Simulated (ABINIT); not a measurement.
# Converging GW for Ga2O3 (R-3c) in ABINIT, part 2 of 2

What does each rung of G0W0 on Ga2O3 (R-3c) cost, and what does it buy?

ABINIT 10.8.3; PBE and many-body steps on it, plane waves. Known limits of the many-body steps: not at the basis limit; no spin-orbit coupling; coarse k mesh.

So far. Step 3 (Screening, 2×2×2 mesh, 148 bands, screening to 68.6 eV): Local fields lower ε∞ by 2 %. On a Γ-centred mesh this coarse the value itself is usually too large, while a short band sum pulls it down. Step 4 (148 bands, 68.6 eV): The gap on the mesh goes from 2.96 eV to 4.20 eV, a correction of +1.24 eV.

### Step 6. 194 bands, 90.6 eV

This step: G0W0 on PBE, plane waves, norm-conserving pseudopotentials.

File run.abi:

```
acell 3*1.0 Angstrom
rprim 
  2.498699193881 1.442624652211 4.483549768500
  -2.498699193881 1.442624652211 4.483549768500
  0.000000000000 -2.885249304422 4.483549768500
ntypat 2
znucl 31 8
natom 10
typat 1 1 1 1 2 2 2 2 2 2
xred 
  0.855585580000 0.855585580000 0.855585580000
  0.644414420000 0.644414420000 0.644414420000
  0.144414420000 0.144414420000 0.144414420000
  0.355585580000 0.355585580000 0.355585580000
  0.750000000000 0.446832820000 0.053167180000
  0.446832820000 0.053167180000 0.750000000000
  0.053167180000 0.750000000000 0.446832820000
  0.250000000000 0.553167180000 0.946832820000
  0.946832820000 0.250000000000 0.553167180000
  0.553167180000 0.946832820000 0.250000000000
pp_dirpath "pseudos"
pseudos "Ga.upf, O.upf"
ecut 45
ngkpt 2 2 2
nshiftk 1
shiftk 0 0 0
kptopt 1
chksymbreak 0
istwfk *1
occopt 1
irdwfk 1
optdriver 4
nband 194
gwcalctyp 0
ecutsigx 45
symsigma 1
nkptgw 4
kptgw 
  0.5000000000 0.5000000000 0.0000000000
  0.0000000000 0.0000000000 0.0000000000
  0.5000000000 0.0000000000 0.0000000000
  0.5000000000 0.5000000000 0.5000000000
bdgw 
  59 62
  59 62
  59 62
  57 62
ecuteps 3.33
irdscr 1
ppmodel 1
indata_prefix "in"
outdata_prefix "out"
tmpdata_prefix "tmp"
```

Started as:

```sh
> OMP_NUM_THREADS=1 mpirun -n 4 abinit run.abi > log
```

Numbers of over 12 decimals in the logs are rounded to 6 here.

Log:

```text
.Version 10.8.3 of ABINIT. v10.8.2 released Aug 2026.

 Symmetries : space group R-3 c (#167); Bravais hR (rhombohedral)
[... echo of the input left out ...]
== DATASET  1 ==================================================================
-   mpi_nproc: 4, omp_nthreads: 1 (-1 if OMP is not activated)

--- !DatasetInfo
iteration_state: {dtset: 1, }
dimensions: {natom: 10, nkpt: 4, mband: 194, nsppol: 1, nspinor: 1, nspden: 1, mpw: 9454, }
cutoff_energies: {ecut:  45.0, pawecutdg:  -1.0, }
electrons: {nelect:   1.20000000E+02, charge:   0.00000000E+00, occopt:   1.00000000E+00, tsmear:   1.00000000E-02, }

 SIGMA: Calculation of the GW corrections

 Based on a program developped by R.W. Godby, V. Olevano, G. Onida, and L. Reining.
 Incorporated in ABINIT by V. Olevano, G.-M. Rignanese, and M. Torrent.
.Using double precision arithmetic ; gwpc =  8

[... cell and pseudopotentials left out ...]
--------------------------------------------------------------------------------

 ==== K-mesh for the wavefunctions ====
 Number of points in the irreducible wedge :     4
[... list of points left out ...]
 Together with 12 symmetry operations and time-reversal symmetry
 yields     8 points in the full Brillouin Zone.

 ==== Q-mesh for screening function ====
 Number of points in the irreducible wedge :     4
[... list of points left out ...]
 Together with 12 symmetry operations and time-reversal symmetry
 yields     8 points in the full Brillouin Zone.

 vcoul_init : cutoff-mode = AUXILIARY_FUNCTION
 q-points for optical limit:   1
     1)      0.000010    0.000020    0.000030
 setmesh: FFT mesh size selected  =    64x   64x   64
          total number of points  =       262144

 Number of electrons calculated from density =  120.0000; Expected =  120.0000
[...]
59   5.594 -21.402 -26.059   4.602   0.809  -0.236 -21.446  -0.044   5.549
       60   5.701 -21.146 -25.902   4.672   0.808  -0.237 -21.214  -0.067   5.634
       61  12.381 -18.003 -12.365  -3.506   0.840  -0.190 -16.213   1.791  14.171
[...]
--- !SelfEnergy_ee
iteration_state: {dtset: 1, }
kpoint     : [   0.000,    0.000,    0.000, ]
spin       : 1
KS_gap     :    3.066
QP_gap     :    4.250
Delta_QP_KS:    1.184
data: !SigmaeeData |
     Band     E0 <VxcDFT>   SigX SigC(E0)      Z dSigC/dE  Sig(E)    E-E0       E
[...]
--- !SelfEnergy_ee
iteration_state: {dtset: 1, }
kpoint     : [   0.500,    0.000,    0.000, ]
spin       : 1
KS_gap     :    6.550
QP_gap     :    8.353
Delta_QP_KS:    1.803
data: !SigmaeeData |
     Band     E0 <VxcDFT>   SigX SigC(E0)      Z dSigC/dE  Sig(E)    E-E0       E
[...]
--- !SelfEnergy_ee
iteration_state: {dtset: 1, }
kpoint     : [   0.500,    0.500,    0.500, ]
spin       : 1
KS_gap     :    6.157
QP_gap     :    7.874
Delta_QP_KS:    1.718
data: !SigmaeeData |
     Band     E0 <VxcDFT>   SigX SigC(E0)      Z dSigC/dE  Sig(E)    E-E0       E
[...]
61  11.702 -17.452 -12.188  -3.316   0.841  -0.189 -15.813   1.639  13.341
       62  11.702 -17.452 -12.188  -3.316   0.841  -0.189 -15.813   1.639  13.341

 New Fermi energy :        2.835275E-01 Ha ,    7.715176E+00 eV

 === QP Band Gaps ===
  >>>> For spin  1
   Minimum direct gap =   4.2498 [eV], located at k-point      :   0.0000  0.0000  0.0000
   Fundamental gap    =   4.1632 [eV], Top of valence bands at :   0.5000  0.5000  0.0000
                                       Bottom of conduction at :   0.0000  0.0000  0.0000

== END DATASET(S) ==============================================================
================================================================================

 -outvars: echo values of variables after computation  --------
           etotal      0.0000000000E+00
            nband         194
             nkpt           4
          spgroup         167
 [... the other variables as echoed above ...]

 Calculation completed.
```

Run time: 17 s. Hardware: 4 MPI ranks of Arm Neoverse V1, shared host; peak memory 1.8 GiB; 68 s of CPU time.

This step gave:

- G0W0 gap on the mesh: 4.163 eV
- starting gap on the mesh: 2.963 eV
- k of the valence top: 0.5, 0.5, 0
- k of the conduction bottom: 0, 0, 0
- Z at the valence top: 0.808
- Z at the conduction bottom: 0.851
- least direct G0W0 gap on the computed points: 4.250 eV

Against G0W0 in ABINIT (2×2×2 mesh, 148 bands, screening to 68.6 eV, Godby-Needs plasmon pole), the gap moves by −0.041 eV.

### Step 7. Screening, 2×2×2 mesh, 267 bands, screening to 120.8 eV

This step: RPA screening on PBE, plane waves, norm-conserving pseudopotentials.

run.abi: that of step 6 with these lines changed.

```diff
@@ -31,21 +31,8 @@
 irdwfk 1
-optdriver 4
-nband 194
-gwcalctyp 0
-ecutsigx 45
-symsigma 1
-nkptgw 4
-kptgw 
-  0.5000000000 0.5000000000 0.0000000000
-  0.0000000000 0.0000000000 0.0000000000
-  0.5000000000 0.0000000000 0.0000000000
-  0.5000000000 0.5000000000 0.5000000000
-bdgw 
-  59 62
-  59 62
-  59 62
-  57 62
-ecuteps 3.33
-irdscr 1
-ppmodel 1
+optdriver 3
+nband 267
+ecuteps 4.44
+inclvkb 2
+awtr 1
+symchi 1
 indata_prefix "in"
```

Log:

```text
.Version 10.8.3 of ABINIT. v10.8.2 released Aug 2026.

 Symmetries : space group R-3 c (#167); Bravais hR (rhombohedral)
[... echo of the input left out ...]
== DATASET  1 ==================================================================
-   mpi_nproc: 4, omp_nthreads: 1 (-1 if OMP is not activated)

--- !DatasetInfo
iteration_state: {dtset: 1, }
dimensions: {natom: 10, nkpt: 4, mband: 267, nsppol: 1, nspinor: 1, nspden: 1, mpw: 9454, }
cutoff_energies: {ecut:  45.0, pawecutdg:  -1.0, }
[...]
--------------------------------------------------------------------------------
[... chi0 elements left out ...]
 For q-point:  0.000010 0.000020 0.000030
  dielectric constant =   4.9122
  dielectric constant without local fields =   5.1298

  Average fulfillment of the sum rule on Im[epsilon] for q-point    1 :     44.32  [%]
[... wings left out ...]
  q-point number  2        q = ( 0.500000, 0.000000, 0.000000) [r.l.u.]
--------------------------------------------------------------------------------
[... chi0 elements left out ...]
  Average fulfillment of the sum rule on Im[epsilon] for q-point    2 :     47.37  [%]

 [... 2 further q-points ...]
```

Elapsed: 3.7 min, on 4 MPI ranks; peak memory 2.7 GiB; 15 min of CPU time.

This step gave:

* ε∞ with local fields, on this mesh, along the program's q direction: 4.912
* the same without local fields: 5.130
* plasma frequency: 41.31 eV
* plane waves in the screening matrix: 297

### Step 8. 267 bands, 120.8 eV

This step: G0W0 on PBE, plane waves, norm-conserving pseudopotentials.

run.abi: that of step 7 with these lines changed.

```diff
@@ -31,8 +31,21 @@
 irdwfk 1
-optdriver 3
+optdriver 4
 nband 267
+gwcalctyp 0
+ecutsigx 45
+symsigma 1
+nkptgw 4
+kptgw 
+  0.5000000000 0.5000000000 0.0000000000
+  0.0000000000 0.0000000000 0.0000000000
+  0.5000000000 0.0000000000 0.0000000000
+  0.5000000000 0.5000000000 0.5000000000
+bdgw 
+  59 62
+  59 62
+  59 62
+  57 62
 ecuteps 4.44
-inclvkb 2
-awtr 1
-symchi 1
+irdscr 1
+ppmodel 1
 indata_prefix "in"
```

Log:

```text
.Version 10.8.3 of ABINIT. v10.8.2 released Aug 2026.

 Symmetries : space group R-3 c (#167); Bravais hR (rhombohedral)
[... echo of the input left out ...]
== DATASET  1 ==================================================================
-   mpi_nproc: 4, omp_nthreads: 1 (-1 if OMP is not activated)

--- !DatasetInfo
iteration_state: {dtset: 1, }
dimensions: {natom: 10, nkpt: 4, mband: 267, nsppol: 1, nspinor: 1, nspden: 1, mpw: 9454, }
cutoff_energies: {ecut:  45.0, pawecutdg:  -1.0, }
[...]
Minimum direct gap =   4.3332 [eV], located at k-point      :   0.0000  0.0000  0.0000
   Fundamental gap    =   4.2322 [eV], Top of valence bands at :   0.5000  0.5000  0.0000
                                       Bottom of conduction at :   0.0000  0.0000  0.0000

== END DATASET(S) ==============================================================
================================================================================

 -outvars: echo values of variables after computation  --------
           etotal      0.0000000000E+00
            nband         267
             nkpt           4
          spgroup         167
 [... the other variables as echoed above ...]

 Calculation completed.
```

Elapsed: 37 s, on 4 MPI ranks; peak memory 2 GiB.

This step gave:

```
G0W0 gap on the mesh                         : 4.233 eV
starting gap on the mesh                     : 2.963 eV
k of the valence top                         : 0.5, 0.5, 0
k of the conduction bottom                   : 0, 0, 0
least direct G0W0 gap on the computed points : 4.334 eV
```

Against G0W0 in ABINIT (2×2×2 mesh, 194 bands, screening to 90.6 eV, Godby-Needs plasmon pole), the gap moves by +0.070 eV.

### Step 9. Screening, 2×2×2 mesh, 366 bands, screening to 157 eV

This step: RPA screening on PBE, plane waves, norm-conserving pseudopotentials.

run.abi: that of step 8 with these lines changed.

```diff
@@ -31,21 +31,8 @@
 irdwfk 1
-optdriver 4
-nband 267
-gwcalctyp 0
-ecutsigx 45
-symsigma 1
-nkptgw 4
-kptgw 
-  0.5000000000 0.5000000000 0.0000000000
-  0.0000000000 0.0000000000 0.0000000000
-  0.5000000000 0.0000000000 0.0000000000
-  0.5000000000 0.5000000000 0.5000000000
-bdgw 
-  59 62
-  59 62
-  59 62
-  57 62
-ecuteps 4.44
-irdscr 1
-ppmodel 1
+optdriver 3
+nband 366
+ecuteps 5.77
+inclvkb 2
+awtr 1
+symchi 1
 indata_prefix "in"
```

Log:

```text
.Version 10.8.3 of ABINIT. v10.8.2 released Aug 2026.

 Symmetries : space group R-3 c (#167); Bravais hR (rhombohedral)
[... echo of the input left out ...]
== DATASET  1 ==================================================================
-   mpi_nproc: 4, omp_nthreads: 1 (-1 if OMP is not activated)

--- !DatasetInfo
iteration_state: {dtset: 1, }
dimensions: {natom: 10, nkpt: 4, mband: 366, nsppol: 1, nspinor: 1, nspden: 1, mpw: 9454, }
cutoff_energies: {ecut:  45.0, pawecutdg:  -1.0, }
[...]
--------------------------------------------------------------------------------
[... chi0 elements left out ...]
 For q-point:  0.000010 0.000020 0.000030
  dielectric constant =   4.9141
  dielectric constant without local fields =   5.1408

  Average fulfillment of the sum rule on Im[epsilon] for q-point    1 :     53.03  [%]
[... wings left out ...]
  q-point number  2        q = ( 0.500000, 0.000000, 0.000000) [r.l.u.]
--------------------------------------------------------------------------------
[... chi0 elements left out ...]
  Average fulfillment of the sum rule on Im[epsilon] for q-point    2 :     55.93  [%]

 [... 2 further q-points ...]
```

Wall time 7.6 min (4 MPI ranks); peak memory 4.7 GiB; 30 min of CPU time.

Numbers from this step:

* ε∞ with local fields, on this mesh, along the program's q direction: 4.914
* the same without local fields: 5.141
* plasma frequency: 41.31 eV
* plane waves in the screening matrix: 441

### Step 10. 366 bands, 157 eV

This step: G0W0 on PBE, plane waves, norm-conserving pseudopotentials.

run.abi: that of step 9 with these lines changed.

```diff
@@ -31,8 +31,21 @@
 irdwfk 1
-optdriver 3
+optdriver 4
 nband 366
+gwcalctyp 0
+ecutsigx 45
+symsigma 1
+nkptgw 4
+kptgw 
+  0.5000000000 0.5000000000 0.0000000000
+  0.0000000000 0.0000000000 0.0000000000
+  0.5000000000 0.0000000000 0.0000000000
+  0.5000000000 0.5000000000 0.5000000000
+bdgw 
+  59 62
+  59 62
+  59 62
+  57 62
 ecuteps 5.77
-inclvkb 2
-awtr 1
-symchi 1
+irdscr 1
+ppmodel 1
 indata_prefix "in"
```

Log:

```text
.Version 10.8.3 of ABINIT. v10.8.2 released Aug 2026.

 Symmetries : space group R-3 c (#167); Bravais hR (rhombohedral)
[... echo of the input left out ...]
== DATASET  1 ==================================================================
-   mpi_nproc: 4, omp_nthreads: 1 (-1 if OMP is not activated)

--- !DatasetInfo
iteration_state: {dtset: 1, }
dimensions: {natom: 10, nkpt: 4, mband: 366, nsppol: 1, nspinor: 1, nspden: 1, mpw: 9454, }
cutoff_energies: {ecut:  45.0, pawecutdg:  -1.0, }
[...]
Minimum direct gap =   4.3711 [eV], located at k-point      :   0.0000  0.0000  0.0000
   Fundamental gap    =   4.2696 [eV], Top of valence bands at :   0.5000  0.5000  0.0000
                                       Bottom of conduction at :   0.0000  0.0000  0.0000

== END DATASET(S) ==============================================================
================================================================================

 -outvars: echo values of variables after computation  --------
           etotal      0.0000000000E+00
            nband         366
             nkpt           4
          spgroup         167
 [... the other variables as echoed above ...]

 Calculation completed.
```

It took 93 s on 4 MPI ranks; peak memory 3.4 GiB; 6.2 min of CPU time.

This step gave:

| Property | Result |
| --- | --- |
| G0W0 gap on the mesh | 4.269 eV |
| starting gap on the mesh | 2.963 eV |
| k of the valence top | 0.5, 0.5, 0 |
| k of the conduction bottom | 0, 0, 0 |
| least direct G0W0 gap on the computed points | 4.371 eV |

Against G0W0 in ABINIT (2×2×2 mesh, 267 bands, screening to 120.8 eV, Godby-Needs plasmon pole), the gap moves by +0.036 eV.

### Step 11. Screening, 2×2×2 mesh, 505 bands, screening to 201.4 eV

This step: RPA screening on PBE, plane waves, norm-conserving pseudopotentials.

run.abi: that of step 10 with these lines changed.

```diff
@@ -31,21 +31,8 @@
 irdwfk 1
-optdriver 4
-nband 366
-gwcalctyp 0
-ecutsigx 45
-symsigma 1
-nkptgw 4
-kptgw 
-  0.5000000000 0.5000000000 0.0000000000
-  0.0000000000 0.0000000000 0.0000000000
-  0.5000000000 0.0000000000 0.0000000000
-  0.5000000000 0.5000000000 0.5000000000
-bdgw 
-  59 62
-  59 62
-  59 62
-  57 62
-ecuteps 5.77
-irdscr 1
-ppmodel 1
+optdriver 3
+nband 505
+ecuteps 7.4
+inclvkb 2
+awtr 1
+symchi 1
 indata_prefix "in"
```

Log:

```text
.Version 10.8.3 of ABINIT. v10.8.2 released Aug 2026.

 Symmetries : space group R-3 c (#167); Bravais hR (rhombohedral)
[... echo of the input left out ...]
== DATASET  1 ==================================================================
-   mpi_nproc: 4, omp_nthreads: 1 (-1 if OMP is not activated)

--- !DatasetInfo
iteration_state: {dtset: 1, }
dimensions: {natom: 10, nkpt: 4, mband: 505, nsppol: 1, nspinor: 1, nspden: 1, mpw: 9454, }
cutoff_energies: {ecut:  45.0, pawecutdg:  -1.0, }
[...]
--------------------------------------------------------------------------------
[... chi0 elements left out ...]
 For q-point:  0.000010 0.000020 0.000030
  dielectric constant =   4.8963
  dielectric constant without local fields =   5.1476

  Average fulfillment of the sum rule on Im[epsilon] for q-point    1 :     61.79  [%]
[... wings left out ...]
  q-point number  2        q = ( 0.500000, 0.000000, 0.000000) [r.l.u.]
--------------------------------------------------------------------------------
[... chi0 elements left out ...]
  Average fulfillment of the sum rule on Im[epsilon] for q-point    2 :     64.48  [%]

 [... 2 further q-points ...]
```

Wall time 12 min (4 MPI ranks); peak memory 5.7 GiB.

Numbers from this step:

* ε∞ with local fields, on this mesh, along the program's q direction: 4.896
* the same without local fields: 5.148
* plasma frequency: 41.31 eV
* plane waves in the screening matrix: 629

### Step 12. 505 bands, 201.4 eV

This step: G0W0 on PBE, plane waves, norm-conserving pseudopotentials.

run.abi: that of step 11 with these lines changed.

```diff
@@ -31,8 +31,21 @@
 irdwfk 1
-optdriver 3
+optdriver 4
 nband 505
+gwcalctyp 0
+ecutsigx 45
+symsigma 1
+nkptgw 4
+kptgw 
+  0.5000000000 0.5000000000 0.0000000000
+  0.0000000000 0.0000000000 0.0000000000
+  0.5000000000 0.0000000000 0.0000000000
+  0.5000000000 0.5000000000 0.5000000000
+bdgw 
+  59 62
+  59 62
+  59 62
+  57 62
 ecuteps 7.4
-inclvkb 2
-awtr 1
-symchi 1
+irdscr 1
+ppmodel 1
 indata_prefix "in"
```

Log:

```text
.Version 10.8.3 of ABINIT. v10.8.2 released Aug 2026.

 Symmetries : space group R-3 c (#167); Bravais hR (rhombohedral)
[... echo of the input left out ...]
== DATASET  1 ==================================================================
-   mpi_nproc: 4, omp_nthreads: 1 (-1 if OMP is not activated)

--- !DatasetInfo
iteration_state: {dtset: 1, }
dimensions: {natom: 10, nkpt: 4, mband: 505, nsppol: 1, nspinor: 1, nspden: 1, mpw: 9454, }
cutoff_energies: {ecut:  45.0, pawecutdg:  -1.0, }
[...]
Minimum direct gap =   4.4071 [eV], located at k-point      :   0.0000  0.0000  0.0000
   Fundamental gap    =   4.3047 [eV], Top of valence bands at :   0.5000  0.5000  0.0000
                                       Bottom of conduction at :   0.0000  0.0000  0.0000

== END DATASET(S) ==============================================================
================================================================================

 -outvars: echo values of variables after computation  --------
           etotal      0.0000000000E+00
            nband         505
             nkpt           4
          spgroup         167
 [... the other variables as echoed above ...]

 Calculation completed.
```

Elapsed: 3.8 min, on 4 MPI ranks; peak memory 4.6 GiB.

Numbers from this step:

| Property | Result |
| --- | --- |
| G0W0 gap on the mesh | 4.304 eV |
| starting gap on the mesh | 2.963 eV |
| k of the valence top | 0.5, 0.5, 0 |
| k of the conduction bottom | 0, 0, 0 |
| least direct G0W0 gap on the computed points | 4.407 eV |

Against G0W0 in ABINIT (2×2×2 mesh, 366 bands, screening to 157 eV, Godby-Needs plasmon pole), the gap moves by +0.035 eV.

### Step 13. The runs together

Times are wall times on 4 MPI ranks of Arm Neoverse V1, shared host, good to a factor of about two. A run's time includes the screening step that it read.

```
                run   mesh  bands  screening cutoff (eV)  DFT gap (eV)  gap on the mesh (eV)  direct (eV)  ε∞ used     time
 148 bands, 68.6 eV  2×2×2    148                   68.6         2.963                 4.204        4.287     4.98  1.8 min
 194 bands, 90.6 eV  2×2×2    194                   90.6         2.963                 4.163        4.250     4.99  2.5 min
267 bands, 120.8 eV  2×2×2    267                  120.8         2.963                 4.233        4.334     4.91  4.3 min
  366 bands, 157 eV  2×2×2    366                    157         2.963                 4.269        4.371     4.91  9.2 min
505 bands, 201.4 eV  2×2×2    505                  201.4         2.963                 4.304        4.407     4.90   16 min
```

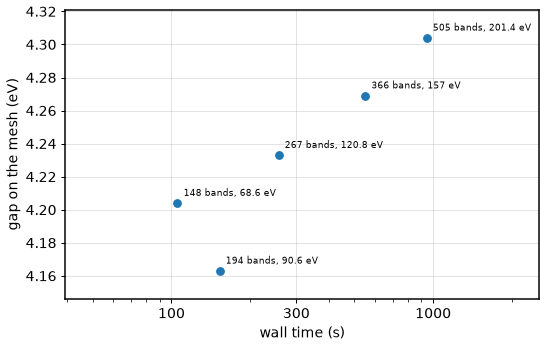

Result against wall time.

### Step 14. Summary of results

| Item | Value |
| --- | --- |
| 148 bands, 68.6 eV | 4.204 eV |
| 194 bands, 90.6 eV | 4.163 eV |
| 267 bands, 120.8 eV | 4.233 eV |
| 366 bands, 157 eV | 4.269 eV |
| 505 bands, 201.4 eV | 4.304 eV |
| known limits | not at the basis limit; no spin-orbit coupling; coarse k mesh |

**Reading.** From the first rung to the last the gap moves by +0.10 eV for 9.0 times the time. A denser mesh or path gives a starting gap of 2.82 eV: the GW mesh misses a band edge, so its gaps are not the fundamental one. The 2×2×2 mesh is coarse for this cell, which bears on the long-range parts of exchange and screening. The many-body steps are scalar-relativistic: spin-orbit coupling is not in them.

[Paths, hosts, dates, memory and timing lines, banners, echoed tables and standing remarks are left out of the program output.]

[Logs are printed without paths, hosts, clocks, repeated set-up lines and the standing remarks that a program may print on its own settings, such as how far it seeks lower states.]

[Runs of the session that timed out or met a known fault of the program may be left out.]

[Hosts, paths, dates, database ids (printed as entryN), source tags and the programs' standing remarks are cut or masked in the printed files.]

[G0W0 gaps are taken among the corrected bands and points alone; a level outside them can change the order at an edge.]

[Where Ansatz stands beside ABINIT at settings called matched, ABINIT's density can come from a denser mesh and the files from another edition; pairs whose starting gaps differed by over 0.03 eV were left out, so agreement reads better than it is.]
